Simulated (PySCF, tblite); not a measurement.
# C3H11ClSi2: geometry, infrared bands and NMR shifts

Aim: predict the infrared bands and NMR shifts of C3H11ClSi2 (`[SiH3]CC[SiH2]CCl`).

The runs use tblite 0.8.0 and PySCF 2.14.0, with density-fitted response routines of our own; the level of theory stands in each step. All values are computed, except where a source is named. Atoms are numbered from 0 throughout.

## (1) The starting structure

17 atoms, charge 0, multiplicity 1; geometry from: force field or distance geometry start.

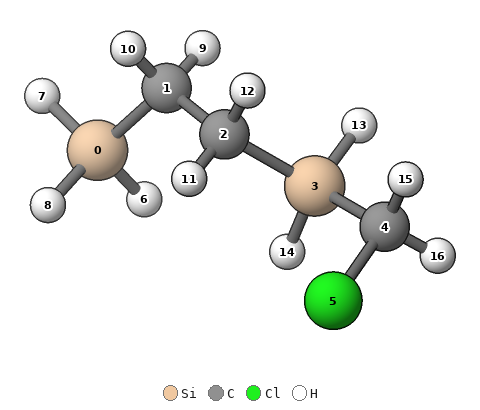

The starting geometry (silicon light orange, carbon grey, chlorine green, hydrogen white), atoms numbered.

## (2) Geometry optimisation with GFN2-xTB

What the job is given:

```
{"job": {"kind": "relax", "xc": "GFN2-xTB", "basis": "xTB"}, "charge": 0, "multiplicity": 1}
Si    -2.547200     0.788400    -0.091400
C     -1.258800    -0.056200    -1.149800
C      0.231300     0.180600    -0.781900
Si     0.906900    -0.698100     0.721400
C      2.732000    -0.499500     0.904900
Cl     3.122400     1.223000     1.102500
H     -2.521700     0.266700     1.292200
H     -3.895900     0.544100    -0.658600
H     -2.300600     2.250900    -0.064000
H     -1.468000    -1.138400    -1.147900
H     -1.412200     0.291000    -2.168900
H      0.405100     1.256300    -0.675300
H      0.823200    -0.149100    -1.626400
H      0.590900    -2.151500     0.591400
H      0.198200    -0.213900     1.946600
H      3.263300    -0.853200     0.024000
H      3.124100    -1.029000     1.771300
```

Run with:

```
OMP_NUM_THREADS=1 python probes_run.py task.json out
```

This one command runs all jobs of the session in turn.

**Question.** This job is followed by: GFN2-xTB harmonic vibrations, gas phase; GIAO PBE0/pcSseg-1 NMR shielding, non-relativistic, gas phase. Predict these results of the whole session: strongest single infrared mode (GFN2-xTB); zero-point energy (GFN2-xTB); ¹³C shifts against TMS (PBE0/pcSseg-1); ¹H shifts against TMS (PBE0/pcSseg-1, means over atoms taken as alike); ²⁹Si shifts against TMS (PBE0/pcSseg-1); ³⁵Cl shifts against HCl (PBE0/pcSseg-1); surface potential, least and greatest.

As calculated:

| quantity | value |
| --- | --- |
| strongest single infrared mode (GFN2-xTB) | 2252 cm⁻¹, 414 km/mol |
| zero-point energy (GFN2-xTB) | 77.0 kcal/mol |
| ¹³C shifts against TMS (PBE0/pcSseg-1) | 31.1, 8.8, 5.5 ppm |
| ¹H shifts against TMS (PBE0/pcSseg-1, means over atoms taken as alike) | 4.24, 3.86, 2.95, 1.37, 1.08 ppm |
| ²⁹Si shifts against TMS (PBE0/pcSseg-1) | -38.4, -71.6 ppm |
| ³⁵Cl shifts against HCl (PBE0/pcSseg-1) | 23 ppm |
| surface potential, least and greatest | -0.76 V and 1.06 V |

**Reading.** Over 52 steps the energy fell by 0.149 eV; of the close pairs, Si3–C4 changed most, 1.845 to 1.914 Å. All 45 modes are real, so the xTB geometry is a minimum. The strongest single mode, at 2252 cm⁻¹, moves mainly H7. Unscaled tight-binding wavenumbers are off by several per cent, some by more. Its intensities can rank the bands wrongly. C4 (sp3 CH2 bonded to Cl and Si) lies farthest downfield among carbon, at 31.1 ppm; deshielded by the electronegative neighbour. At PBE0/pcSseg-1: The widest tensor belongs to Cl5: span 280 ppm, with a paramagnetic part of -219 ppm.
